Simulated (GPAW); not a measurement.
# O K ELNES/XANES of SrNbO3 (Pm-3m) from DFT

Aim: the near-edge shape at the O K edge of SrNbO3 (Pm-3m), and what the core hole does to it.

Calculated with GPAW 26.7.0; X-ray absorption from dipole matrix elements to empty bands, plane-wave PAW LDA.

### 1. Starting point

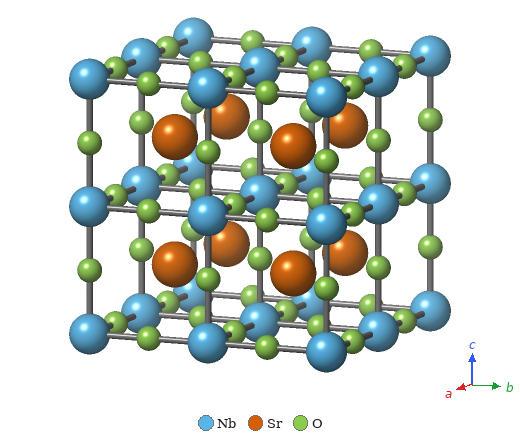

The cell as given, slightly off an axis (niobium blue, strontium orange, oxygen green). 2×2×2 cells are drawn. Some periodic images of atoms are drawn too.

As a file:

```cif
data_structure
_symmetry_space_group_name_H-M 'Pm-3m'
_symmetry_Int_Tables_number 221
_cell_length_a 4.0697
_cell_length_b 4.0697
_cell_length_c 4.0697
_cell_angle_alpha 90.000
_cell_angle_beta 90.000
_cell_angle_gamma 90.000
_cell_volume 67.40
loop_
_atom_site_label
_atom_site_type_symbol
_atom_site_symmetry_multiplicity
_atom_site_Wyckoff_symbol
_atom_site_fract_x
_atom_site_fract_y
_atom_site_fract_z
_atom_site_occupancy
Nb1 Nb 1 a 0.00000 0.00000 0.00000 1
Sr1 Sr 1 b 0.50000 0.50000 0.50000 1
O1 O 3 d 0.50000 0.00000 0.00000 1
```

### 2. The field without a hole

A plain self-consistent run shows whether there is a gap, which decides the set-up of the core-hole run.

File scf.py:

```python
import numpy as np
from ase import Atoms
from ase.parallel import parprint, paropen
from gpaw import GPAW, PW, FermiDirac, Mixer, MixerDif, setup_paths
from gpaw.test import gen
setup_paths.insert(0, '.')
gen('O', name='nch1s', xcname='LDA', corehole=(1, 0, 0), write_xml=True)
from gpaw.mpi import world
world.barrier()

atoms = Atoms('NbSrO3',
    cell=[[4.06968976, 0, 0],
     [0, 4.06968976, 0],
     [0, 0, 4.06968976]],
    scaled_positions=[[0, 0, 0],
     [0.5, 0.5, 0.5],
     [0.5, 0, 0],
     [0, 0, 0.5],
     [0, 0.5, 0]],
    pbc=True)
atoms.calc = calc = GPAW(legacy_gpaw=True, mode=PW(500), xc='LDA', setups={2: 'nch1s'},
    kpts={'size': (6, 6, 6), 'gamma': True}, occupations=FermiDirac(0.05),
    charge=0, mixer=Mixer(0.1, 5, 50), maxiter=150,
    convergence={'density': 0.0001}, txt='scf.txt')
energy = atoms.get_potential_energy() + calc.get_reference_energy()
ef = calc.get_fermi_level()
out = dict(energy=energy, fermi=ef, forces=atoms.get_forces().tolist())
parprint(f'all-electron energy {energy:.4f} eV, Fermi level {ef:.4f} eV')
ev = np.array([[calc.get_eigenvalues(k, s) for k in range(len(calc.get_ibz_k_points()))] for s in range(calc.get_number_of_spins())])
out['homo'], out['lumo'], out['counts'] = ev[ev < ef].max(), ev[ev > ef].min(), sorted(set((ev < ef).sum((0, 2)).tolist()))
out['filled'] = (ev[:, 0] < ef).sum(1).tolist()
import json
with paropen('out.json', 'w') as f:
    json.dump(out, f)
```

Command:

```bash
> OMP_NUM_THREADS=1 mpirun -n 4 gpaw python scf.py
```

Numbers of over 12 decimals in the logs are rounded to 6 here.

What it wrote:

```text
Input parameters:
  convergence: {density: 0.0001}
  kpts: {gamma: True,
         size: (6, 6, 6)}
  maxiter: 150
  mixer: {backend: pulay,
          beta: 0.1,
          method: separate,
          nmaxold: 5,
          weight: 50}
  mode: {ecut: 500.0,
         name: pw}
  occupations: {fixmagmom: False,
                name: fermi-dirac,
                width: 0.05}
  setups: {2: nch1s}

Initialize ...

[... PAW data sets ...]

Reference energy: -196275.989327  # eV

Spin-paired calculation

[... convergence settings ...]
Symmetries present (total): 16
  [... symmetry matrices ...]

216 k-points: 6 x 6 x 6 Monkhorst-Pack grid + [1/12,1/12,1/12]
40 k-points in the irreducible part of the Brillouin zone
       k-points in crystal coordinates                weights
   0:     0.00000000    0.00000000    0.00000000          1/216
   1:     0.00000000    0.16666667    0.00000000          4/216
   2:     0.00000000    0.16666667    0.16666667          4/216
   3:     0.00000000    0.33333333    0.00000000          4/216
   4:     0.00000000    0.33333333    0.16666667          8/216
   5:     0.00000000    0.33333333    0.33333333          4/216
   6:     0.00000000    0.50000000    0.00000000          2/216
   7:     0.00000000    0.50000000    0.16666667          4/216
   8:     0.00000000    0.50000000    0.33333333          4/216
   9:     0.00000000    0.50000000    0.50000000          1/216
          ...
  39:     0.50000000    0.50000000    0.50000000          1/216

Wave functions: Plane wave expansion
  Cutoff energy: 500.000 eV
  Number of coefficients (min, max): 1686, 1743
  Pulay-stress correction: 0.000000 eV/Ang^3 (de/decut=0.000000)
  Using FFTW library
  Wavefunction extrapolation:
    Improved wavefunction reuse through dual PAW basis

Occupation numbers: Fermi-Dirac:
  width: 0.0500  # eV

Eigensolver
   Davidson(niter=2)

Densities:
  Coarse grid: 21*21*21 grid
  Fine grid: 42*42*42 grid
  Total Charge: 0.000000

Density mixing:
  Method: separate
  Backend: pulay
  Linear mixing parameter: 0.1
  old densities: 5
  Width of damping distribution: 1.1
  Damping of long wavelength oscillations: 50

[... Hamiltonian set-up ...]
Number of atoms: 5
Number of atomic orbitals: 30
Number of bands in calculation: 29
Number of valence electrons: 41
Bands to converge: occupied

... initialized

Initializing position-dependent things.

Density initialized from atomic densities
Creating initial wave functions:
  29 bands from LCAO basis set

Positions:
   0 Nb     0.000000    0.000000    0.000000    ( 0.0000,  0.0000,  0.0000)
   1 Sr     2.034845    2.034845    2.034845    ( 0.0000,  0.0000,  0.0000)
   2 O      2.034845    0.000000    0.000000    ( 0.0000,  0.0000,  0.0000)
   3 O      0.000000    0.000000    2.034845    ( 0.0000,  0.0000,  0.0000)
   4 O      0.000000    2.034845    0.000000    ( 0.0000,  0.0000,  0.0000)

Unit cell:
           periodic     x           y           z      points  spacing
  1. axis:    yes    4.069690    0.000000    0.000000    21     0.1938
  2. axis:    yes    0.000000    4.069690    0.000000    21     0.1938
  3. axis:    yes    0.000000    0.000000    4.069690    21     0.1938

  Lengths:   4.069690   4.069690   4.069690
  Angles:   90.000000  90.000000  90.000000

Effective grid spacing dv^(1/3) = 0.1938

iter:   1   -50.549822
iter:   2   -47.622268   -0.82  -0.96
iter:   3   -45.089361   -0.76  -1.08
iter:   4   -45.061558   -2.07  -1.41
iter:   5   -44.971639   -1.99  -1.49
iter:   6   -44.978134   -2.28  -2.17
iter:   7   -45.014275   -1.98  -2.28
iter:   8   -44.946473   -2.49  -2.10
iter:   9   -44.946054   -3.42  -2.76
iter:  10   -44.945241c  -4.19  -3.02
iter:  11   -44.945199c  -5.45  -3.60
iter:  12   -44.945195c  -6.28  -3.82
iter:  13   -44.945191c  -6.78  -3.91
iter:  14   -44.945192c  -6.75  -4.02c
iter:  15   -44.945191c  -7.46c -4.30c

Converged after 15 iterations.

Dipole moment: (-0.000000, -0.000000, -0.000000) |e|*Ang

Energy contributions relative to reference atoms: (reference = -196275.989327)

Kinetic:        +12.390275
Potential:      -19.551260
External:        +0.000000
XC:             -37.222981
Entropy (-ST):   -0.013238
Local:           -0.554606
SIC:             +0.000000
--------------------------
Free energy:    -44.951810
Extrapolated:   -44.945191

Showing only first 2 kpts
 Kpt  Band  Eigenvalues  Occupancy
  0    18      5.28874    2.00000
  0    19      5.28875    2.00000
  0    20      8.03805    2.00000
  0    21      8.03805    2.00000

  1    18      5.18026    2.00000
  1    19      5.18027    2.00000
  1    20      8.10103    2.00000
  1    21      8.71704    1.99964

Fermi level: 9.14881

No gap
No difference between direct/indirect transitions

Forces in eV/Ang:
  0 Nb   -0.00000    0.00000    0.00000
  1 Sr   -0.00000    0.00000    0.00000
  2 O     0.00000    0.00000    0.00000
  3 O     0.00000    0.00000    0.00000
  4 O     0.00000    0.00000    0.00000
Scalar-relativistic atomic LDA calculation for O (Oxygen, Z=8)
Core hole in 1s state (1s occupation: 2.0)
300 radial gridpoints.
|------------------------------------------------|
|------------------------------------------------|
[... the atom generator's iteration count ...]

Energy contributions:
-------------------------
Kinetic:      +74.266897
XC:            -7.772280
Potential:   -141.018865
-------------------------
Total:        -74.524248

state      eigenvalue         ekin         rmax
-----------------------------------------------
1s^2.0 :   -18.772897    28.821965        0.130
2s^2.0 :    -0.872866     3.204810        0.874
2p^4.0 :    -0.337925     2.553337        0.813
-----------------------------------------------
(units: Bohr and Hartree)

Generating PAW setup
Kinetic energy of the core from tauc = 57.689706
Cutoffs:
rc(s)=1.300
rc(p)=1.130
rc(d)=1.170
rc(vbar)=1.300
rc(comp)=1.260
rc(nct)=1.300

Kinetic energy of the core states: 57.643930
Charge: 0.0
Core electrons: 2.0
Valence electrons: 6.0
Pseudo-core charge: 0.000776
Shape function alpha=6.299
Pseudo-electron charge 5.666261
state    eigenvalue         norm
--------------------------------
2s(2) :    -0.872866     1.079797
*s    :     0.127134
2p(4) :    -0.337925     0.876472
*p    :     0.662075
*d    :     0.000000
--------------------------------

Diagonalizing with gridspacing h=0.050

state   all-electron     PAW
-------------------------------
2s:      -0.872866    -0.873954
2p:      -0.337925    -0.341740
*d:                    0.050276
*f:                    0.077289
-------------------------------
all-electron energy -196320.9345 eV, Fermi level 9.1488 eV
```

Wall time 14 s (4 MPI ranks of Arm Neoverse V1, shared host); peak memory 0.2 GiB; 54 s of CPU time.

The mesh shows no gap, so the system is treated as a metal and the core electron is put at the Fermi level (neutral cell).

### 3. Spectrum without a core hole, O atom 3

Without a hole the spectrum is the empty density of states of the right symmetry on the absorber, weighted by matrix elements. It needs only the small cell and serves as the baseline. The data set with a hole of occupation 0 only carries the core orbital.

The absorber has 2 Nb at 2.03 Å (linear, site symmetry 4/mmm).

File xas.py:

```python
import numpy as np
from ase import Atoms
from ase.parallel import parprint, paropen
from gpaw import GPAW, PW, FermiDirac, Mixer, MixerDif, setup_paths
from gpaw.test import gen
setup_paths.insert(0, '.')
gen('O', name='nch1s', xcname='LDA', corehole=(1, 0, 0), write_xml=True)
from gpaw.mpi import world
world.barrier()

atoms = Atoms('NbSrO3',
    cell=[[4.06968976, 0, 0],
     [0, 4.06968976, 0],
     [0, 0, 4.06968976]],
    scaled_positions=[[0, 0, 0],
     [0.5, 0.5, 0.5],
     [0.5, 0, 0],
     [0, 0, 0.5],
     [0, 0.5, 0]],
    pbc=True)
atoms.calc = calc = GPAW(legacy_gpaw=True, mode=PW(500), xc='LDA', setups={2: 'nch1s'},
    kpts={'size': (8, 8, 8), 'gamma': True}, occupations=FermiDirac(0.1),
    charge=0, mixer=Mixer(0.1, 5, 50), maxiter=150,
    convergence={'density': 0.0001}, txt='scf.txt')
energy = atoms.get_potential_energy() + calc.get_reference_energy()
ef = calc.get_fermi_level()
out = dict(energy=energy, fermi=ef, forces=atoms.get_forces().tolist())
parprint(f'all-electron energy {energy:.4f} eV, Fermi level {ef:.4f} eV')
ev = np.array([[calc.get_eigenvalues(k, s) for k in range(len(calc.get_ibz_k_points()))] for s in range(calc.get_number_of_spins())])
out['homo'], out['lumo'], out['counts'] = ev[ev < ef].max(), ev[ev > ef].min(), sorted(set((ev < ef).sum((0, 2)).tolist()))
out['filled'] = (ev[:, 0] < ef).sum(1).tolist()

from ase.units import Ha
from gpaw.xas import dipole_matrix_elements
nb = int(calc.get_number_of_electrons() / 2) + 48
top, nb = nb, nb + 8 + nb // 12
nscf = calc.fixed_density(kpts={'size': (8, 8, 8), 'gamma': True}, nbands=nb,
    convergence={'bands': top, 'eigenstates': 1e-5}, maxiter=60, txt='nscf.txt')
cell = atoms.cell.array
ops = [cell.T @ U.T @ np.linalg.inv(cell.T) for U in nscf.wfs.kd.symmetry.op_scc]
E = np.arange(-25, 34, 0.1)
fwhm = np.interp(E, [4, 25], [0.9, 3.5])
Y, X, zero, highest = 0, 0, 1e9, 1e9
for spin in range(nscf.get_number_of_spins()):
    wfs = nscf.wfs
    A = dipole_matrix_elements(wfs.setups[2])
    eps = np.zeros((wfs.kd.nibzkpts, nb))
    d = np.zeros((3, A.shape[1], wfs.kd.nibzkpts, nb), complex)
    for kpt in wfs.kpt_u:
        if kpt.s == spin and 2 in kpt.P_ani:
            eps[kpt.k] = kpt.eps_n * Ha
            d[:, :, kpt.k] = (kpt.weight * wfs.nspins / 2) ** 0.5 * np.inner(A, kpt.P_ani[2])
    world.sum(eps)
    world.sum(d)
    T = np.einsum('amkn,bmkn->abkn', d, d.conj()).real
    T = sum(np.einsum('ai,ijkn,bj->abkn', R, T, R) for R in ops) / len(ops)
    empty = eps > ef
    zero, highest = min(zero, eps[empty].min()), min(highest, eps[:, top - 1].min())
    lines = [(eps, T, empty)] if spin == 0 else lines + [(eps, T, empty)]
for eps, T, empty in lines:
    f = np.einsum('aakn->akn', T).reshape(3, -1)
    x = eps.ravel() - zero
    w = np.interp(x, E, fwhm) / 2.35482
    g = np.exp(-0.5 * ((E[:, None] - x) / w) ** 2) / (w * (2 * np.pi) ** 0.5)
    Y = Y + (f * empty.ravel()) @ g.T
    X = X + (f * ~empty.ravel()) @ g.T
out.update(E=E.round(2).tolist(), xas=Y.tolist(), xes=X.tolist(), zero=zero, valid=highest - zero, nk=len(eps), nb=nb)
for i in range(0, len(E), 10):
    parprint(f'{E[i]:7.2f}', *(f'{v:10.3e}' for v in Y[:, i]))
import json
with paropen('out.json', 'w') as f:
    json.dump(out, f)
```

Command:

```bash
> OMP_NUM_THREADS=1 mpirun -n 4 gpaw python xas.py
```

What it wrote:

```text
Input parameters:
  convergence: {density: 0.0001}
  kpts: {gamma: True,
         size: (8, 8, 8)}
  maxiter: 150
  mixer: {backend: pulay,
          beta: 0.1,
          method: separate,
          nmaxold: 5,
          weight: 50}
  mode: {ecut: 500.0,
         name: pw}
  occupations: {fixmagmom: False,
                name: fermi-dirac,
                width: 0.1}
  setups: {2: nch1s}

Initialize ...

[...]
*p    :     0.662075
*d    :     0.000000
--------------------------------

Diagonalizing with gridspacing h=0.050

state   all-electron     PAW
-------------------------------
2s:      -0.872866    -0.873954
2p:      -0.337925    -0.341740
*d:                    0.050276
*f:                    0.077289
-------------------------------
all-electron energy -196320.9361 eV, Fermi level 9.3135 eV
[...]
32.00  1.345e-04  7.401e-05  7.401e-05
  33.00  1.274e-04  5.847e-05  5.847e-05
[key lines of the parts left out:]
Converged after 16 iterations.
Dipole moment: (-0.000000, -0.000000, -0.000000) |e|*Ang
Free energy:    -44.968464
Fermi level: 9.31346
```

The job ended after 58 s (4 MPI ranks; peak memory 0.32 GiB; 3.9 min of CPU time).

The O K spectrum, O atom 3, no core hole (energy from the lowest empty level; intensity scaled to a mean of 1 over the first 20 eV):

```csv
E (eV),intensity
-2.0,0.00
-0.5,0.12
1.0,1.62
2.5,0.51
4.0,1.69
5.5,1.80
7.0,1.19
8.5,0.79
10.0,0.99
11.5,1.21
13.0,0.66
14.5,0.51
16.0,0.77
17.5,0.85
19.0,0.65
20.5,0.46
22.0,0.33
23.5,0.35
25.0,0.45
26.5,0.58
28.0,0.75
29.5,0.95
31.0,1.06
```

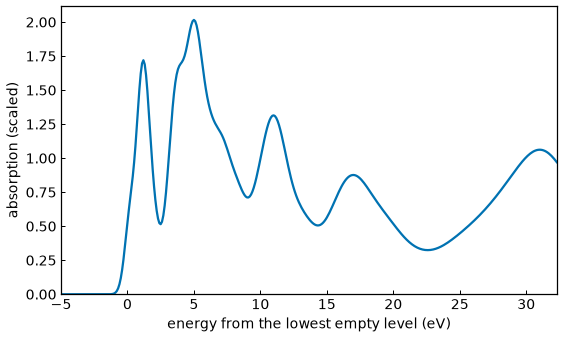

The O K edge, O atom 3, no core hole: main maxima at 1.2, 5.0 and 11.0 eV.

Main maxima below 24 eV (height): 1.2 eV (1.72), 5.0 eV (2.02), 11.0 eV (1.31) and 17.0 eV (0.88). A K edge sees empty p states; the first features are O p mixed into the empty d states of the Nb neighbours, and the broad ones above probably into the cations' higher empty bands.

The same matrix elements for filled bands give the O K emission of O atom 3 (ground-state approximation; energy from the lowest empty level, largest value 1):

```csv
E (eV),emission
-24.0,0.00
-22.5,0.00
-21.0,0.00
-19.5,0.00
-18.0,0.00
-16.5,0.00
-15.0,0.00
-13.5,0.00
-12.0,0.00
-10.5,0.00
-9.0,0.00
-7.5,0.48
-6.0,0.64
-4.5,0.97
-3.0,0.02
-1.5,0.00
0.0,0.01
1.5,0.00
3.0,0.00
```

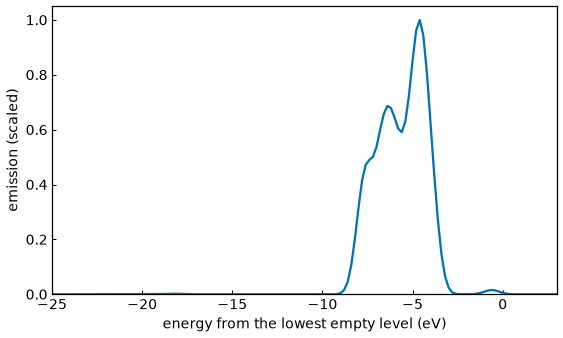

X-ray emission from the filled bands.

Emission maxima: -6.4 eV (0.69) and -4.6 eV (1.00).

### 4. Supercell without a hole, the energy reference

The photon energy needs a difference of total energies, so the cell and mesh of the coming hole run are first run without a hole.

scf.py, as its differences from that of step 2:

```diff
@@ -10,14 +10,29 @@
 
-atoms = Atoms('NbSrO3',
-    cell=[[4.06968976, 0, 0],
-     [0, 4.06968976, 0],
-     [0, 0, 4.06968976]],
+atoms = Atoms('Nb4Sr4O12',
+    cell=[[4.06968976, 4.06968976, 4.06968976],
+     [-4.06968976, 4.06968976, -4.06968976],
+     [-4.06968976, 4.06968976, 4.06968976]],
     scaled_positions=[[0, 0, 0],
+     [0.5, 0.5, 0],
+     [0, 0.5, 0.5],
+     [0.5, 0, 0.5],
+     [0.5, 0, 0],
+     [0, 0.5, 0],
      [0.5, 0.5, 0.5],
-     [0.5, 0, 0],
      [0, 0, 0.5],
-     [0, 0.5, 0]],
+     [0.25, 0, 0.75],
+     [0.75, 0.5, 0.75],
+     [0.25, 0.5, 0.25],
+     [0.75, 0, 0.25],
+     [0, 0.75, 0.25],
+     [0.5, 0.25, 0.25],
+     [0, 0.25, 0.75],
+     [0.5, 0.75, 0.75],
+     [0.25, 0.25, 0],
+     [0.75, 0.75, 0],
+     [0.25, 0.75, 0.5],
+     [0.75, 0.25, 0.5]],
     pbc=True)
-atoms.calc = calc = GPAW(legacy_gpaw=True, mode=PW(500), xc='LDA', setups={2: 'nch1s'},
-    kpts={'size': (6, 6, 6), 'gamma': True}, occupations=FermiDirac(0.05),
+atoms.calc = calc = GPAW(legacy_gpaw=True, mode=PW(500), xc='LDA', setups={8: 'nch1s'},
+    kpts={'size': (4, 4, 4), 'gamma': True}, occupations=FermiDirac(0.1),
     charge=0, mixer=Mixer(0.1, 5, 50), maxiter=150,
```

Command:

```bash
> OMP_NUM_THREADS=1 mpirun -n 4 gpaw python scf.py
```

What it wrote:

```text
Input parameters:
  convergence: {density: 0.0001}
  kpts: {gamma: True,
         size: (4, 4, 4)}
  maxiter: 150
  mixer: {backend: pulay,
          beta: 0.1,
          method: separate,
          nmaxold: 5,
          weight: 50}
  mode: {ecut: 500.0,
         name: pw}
  occupations: {fixmagmom: False,
                name: fermi-dirac,
                width: 0.1}
  setups: {8: nch1s}

Initialize ...

[...]
2s(2) :    -0.872866     1.079797
*s    :     0.127134
2p(4) :    -0.337925     0.876472
*p    :     0.662075
*d    :     0.000000
--------------------------------

Diagonalizing with gridspacing h=0.050

state   all-electron     PAW
-------------------------------
2s:      -0.872866    -0.873954
2p:      -0.337925    -0.341740
*d:                    0.050276
*f:                    0.077289
-------------------------------
all-electron energy -785283.7274 eV, Fermi level 9.3127 eV
[key lines of the parts left out:]
Converged after 19 iterations.
Dipole moment: (-0.000002, 0.000000, 0.000000) |e|*Ang
Free energy:   -179.855526
Fermi level: 9.31271
```

It took 2.3 min on 4 MPI ranks; peak memory 0.43 GiB.

Reference energy: -785283.727 eV with the cores included.

(Continued in part 2 of 3.)

[Banner, clock and machine lines of the logs are left out without a mark of their own.]

[Logs are printed without paths, hosts, clocks, repeated set-up lines and the standing remarks that a program may print on its own settings, such as how far it seeks lower states.]

[Hosts, paths, dates, database ids (printed as entryN), source tags and the programs' standing remarks are cut or masked in the printed files.]

[Lists of maxima count a maximum above −3 eV only where it reaches 4 % of the highest in the window and stands out from its surroundings by 2 % of it (1.5 % where it reaches 55 %); shoulders and weaker maxima are passed over, and of the rest the first, up to two pre-edge ones and the few strongest are named.]
